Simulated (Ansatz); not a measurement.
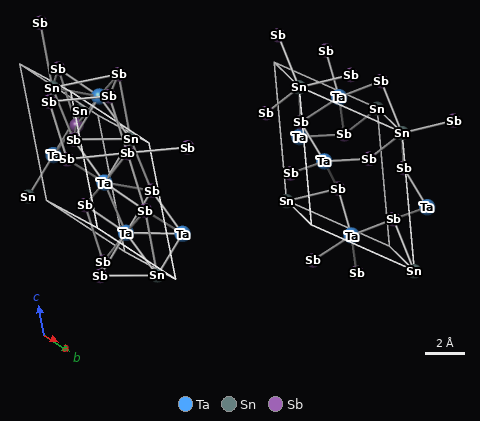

Two geometries of a crystal of Ta2SnSb4 (built on the Al2ZnS4-82 type type), drawn at one scale. One is the start of a relaxation, the other its converged end. The picture is a ball-and-stick view of the cell of the calculation, reduced to other axes, seen slightly off an axis. Lengths and directions refer to the drawn axes.

Computed with DFT, PBEsol, plane waves, PAW in Ansatz 0.2.0. Settings: plane-wave cutoff 420 eV; k-point mesh 4 × 4 × 4; occupations fermi dirac; smearing width 0.05 eV; no spin polarisation; cell and atoms relaxed; force threshold 0.01 eV/Å; at most 120 steps.

Question: Which one is relaxed?

Answer: The left one is the relaxed one. Case: shaken. The atom that moves furthest relative to the cell is the Sn atom (1.64 Å roughly along [−3 −2 −1]). By element the largest moves are Sn 1.64 Å, Ta 1.16 Å, Sb 1.10 Å. The volume changes by −23.1 %, with a 6.097 → 7.171 Å (+17.6 %), b 6.145 → 4.904 Å (−20.2 %), c 7.389 → 7.483 Å (+1.3 %), α 113.6° → 130.9°, β 114.1° → 118.6°, γ 90.3° → 70.1°. Near-neighbour distances that change, for instance: Sb–Ta 5.406 → 2.963 Å, Sb–Sn 5.350 → 2.995 Å, Sb–Ta 4.755 → 2.744 Å, Sb–Ta 5.044 → 3.120 Å. New bonds form, among them: Sb–Sn (5.35 → 3.00 Å), Sb–Ta (4.71 → 2.98 Å), Sb–Ta (4.75 → 2.74 Å), Sb–Ta (5.04 → 3.12 Å). Bonds break, among them: Sb–Sn (2.98 → 4.32 Å). Bond angles that change, for instance: Ta–Sb–Ta 107.3° → 178.6°, Sb–Ta–Sb 101.8° → 166.7°, Sb–Ta–Sb 116.7° → 67.2°. The space group (tolerance 0.01 Å) goes from P1 (No. 1) to Cm (No. 8). The energy falls by 4.287 eV per cell of the calculation in 30 accepted moves (36 points after the start). Largest force component: 0.8 eV/Å at the start, 0.0084 eV/Å at the end. Pressure: −1.54 GPa at the start and 0.01 GPa at the end. The line search rejected the trial steps at points 1, 16, 21, 25 of the run. At 2 points the geometry stayed and the basis and grid were re-selected for the new cell (energy shift of 43.1 meV per cell of the calculation at most each time).
